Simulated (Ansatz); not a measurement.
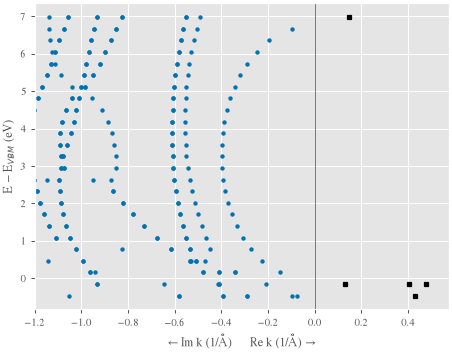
Complex bands at the centre of the two-dimensional zone; r2SCAN in Ansatz (a program for electronic structure)

No gap correction and no spin-orbit coupling; mid-gap is the computed energy nearest the middle.

This is Al2O3 (R-3c, corundum, 10 atoms a cell, 8.7 Å³ an atom, -7 GPa at this level) along the normal of (101). Read off the slowest decay at the centre of the two-dimensional zone at 3.25 eV, the computed energy nearest the middle of the gap.

κ ≈ 0.40 1/Å, a decay length 1/(2κ) of the density of 1.3 Å.
